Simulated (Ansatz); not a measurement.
The starting structures come from a database of crystals and need not be the phases stable at ambient conditions.

 Where the default PAW files enter, the runs use the earlier of Ansatz's two default sets.

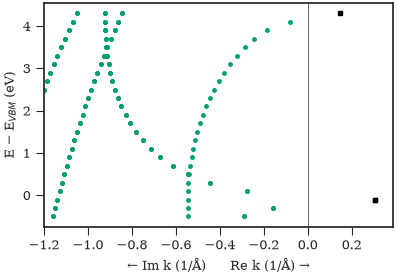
Fig. 1. Complex bands at the centre of the two-dimensional zone; PBEsol (Ansatz, a quantum-chemistry and plane-wave program)

The gap is the functional's own. No spin-orbit coupling. Mid-gap values are interpolated on the energy grid.

Question: This is Ca(HO)$_{2}$ (P-3m1, not sure to be the ambient phase, 5 atoms a cell, 10.6 Å³ an atom) along the normal of (001). Read off the slowest decay at the centre of the two-dimensional zone at 2.10 eV, the computed energy nearest the middle of the gap.

Answer: κ ≈ 0.46 1/Å, a decay length 1/(2κ) of the density of 1.1 Å.
